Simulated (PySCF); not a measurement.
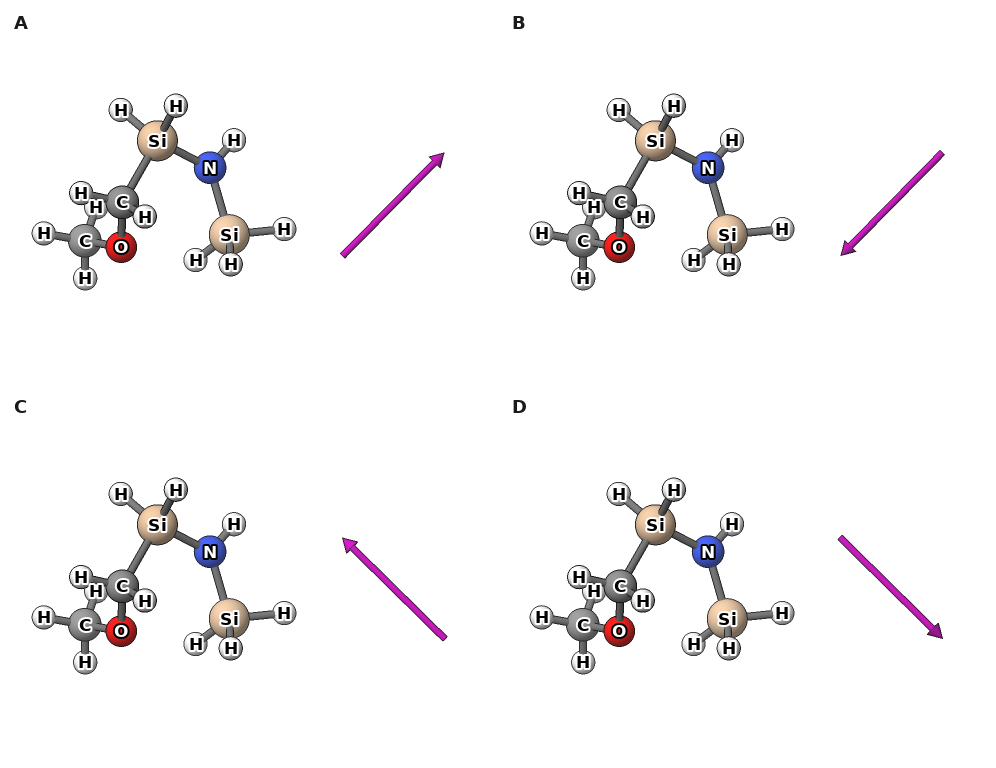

The same molecule four times, each with an arrow. The geometry was computed by an optimisation with GFN2-xTB. No frequency run is at hand to confirm it as a minimum. Method: PBE0/pcSseg-1, gas phase (PySCF 2.14.0).

Question: Which arrow points along the dipole moment, from the negative to the positive end?

Answer: C. The dipole moment is 1.41 D.

The geometry is semi-empirical. Around Si such bond lengths and angles can be off by a tenth of an ångström or more and by several degrees, and values that hang on the shape move with them.
